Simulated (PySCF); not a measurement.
**C7H14Si: density, localisation and related maps**

| atom | x (Å) | y (Å) | z (Å) |
| --- | --- | --- | --- |
| C | 3.3947 | -0.1363 | -1.0116 |
| C | 2.5056 | -0.8689 | -0.3400 |
| C | 1.7018 | -0.4046 | 0.8315 |
| C | 0.1905 | -0.4667 | 0.5961 |
| C | -0.6160 | -0.0969 | 1.8486 |
| C | -2.1125 | -0.0926 | 1.5060 |
| Si | -2.1502 | 0.6148 | -0.2583 |
| C | -0.2855 | 0.4340 | -0.5580 |
| H | 3.9432 | -0.5461 | -1.8639 |
| H | 3.6094 | 0.9002 | -0.7308 |
| H | 2.3216 | -1.9026 | -0.6636 |
| H | 1.9858 | 0.6291 | 1.0956 |
| H | 1.9444 | -1.0333 | 1.7082 |
| H | -0.0685 | -1.5129 | 0.3389 |
| H | -0.3833 | -0.7800 | 2.6828 |
| H | -0.3048 | 0.9121 | 2.1769 |
| H | -2.5042 | -1.1237 | 1.4872 |
| H | -2.7166 | 0.4656 | 2.2364 |
| H | -2.6154 | 2.0362 | -0.3245 |
| H | -3.0000 | -0.1879 | -1.1934 |
| H | 0.1921 | 1.4266 | -0.4726 |
| H | -0.0062 | 0.0370 | -1.5448 |

Geometry: PBE0-D3(BJ)/def2-SVP.

Theory: PBE0/pcSseg-1, SCF density, gas phase, non-relativistic in PySCF.

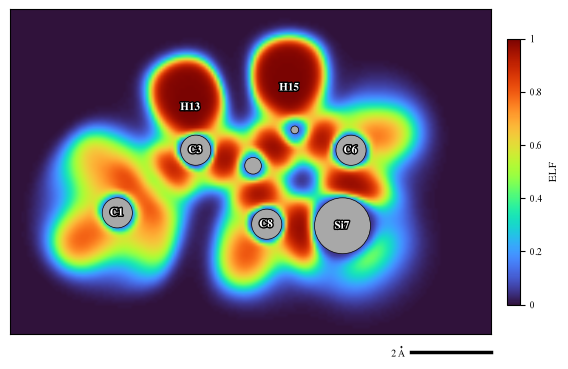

Figure 1. ELF on the plane of atoms C6, Si7 and C8. Grey discs cover the atomic cores.

Question: Read the bonding off the picture.

Answer: The section cuts through C, Si and H sites. C–Si (1.90 Å): the ELF peaks at about 0.95 between the atoms (a covalent bond). C–H (1.11 Å): the ELF climbs to about 1 towards the hydrogen, as it does in any bond to H: a covalent bond by its length.

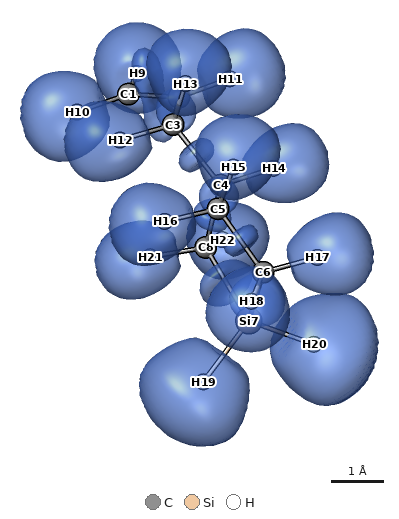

Figure 2. Isosurface of the electron localisation function at 0.85 (blue), seen at an oblique angle. Core shells and regions of very low density are left out.

Question: Where are the electrons localised?

Answer: At this value the surface marks out six regions between bonded C–C atoms (shared pairs), two regions between bonded C–Si atoms (shared pairs) and 14 regions around hydrogen nuclei. Profiles from the grid: C–C (1.33 Å): the ELF peaks at about 0.90 between the atoms (a multiple bond).

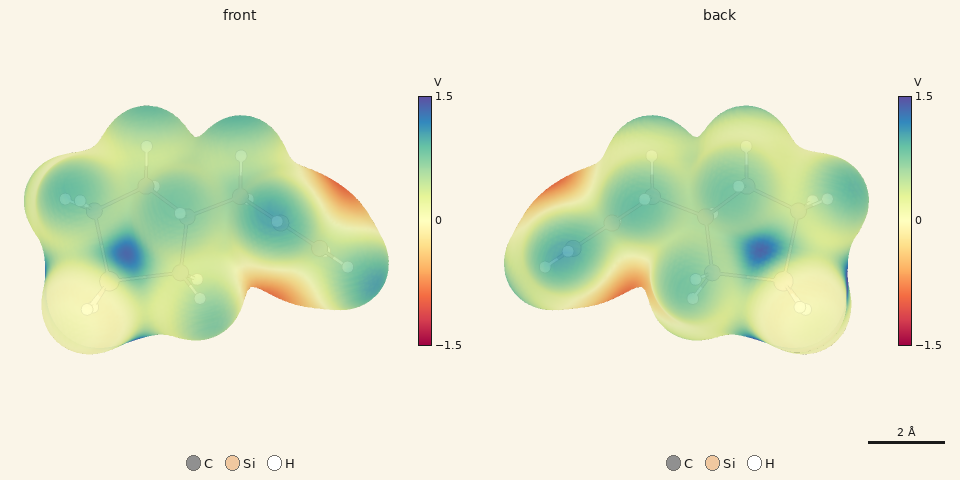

Figure 3. The electrostatic potential painted on the density surface at 0.004 e/bohr³, seen from the front and from behind; red is negative and blue positive.

Question: Where is the surface potential most negative and most positive?

Answer: The most negative region (about −0.8 V, or −18 kcal/mol for a unit charge) lies over the π face of C1 and C2, the most positive (about +1.4 V, or +32 kcal/mol for a unit charge) over Si7.

Question: How polar is the molecule by this calculation?

Answer: Its dipole moment is 0.63 D.
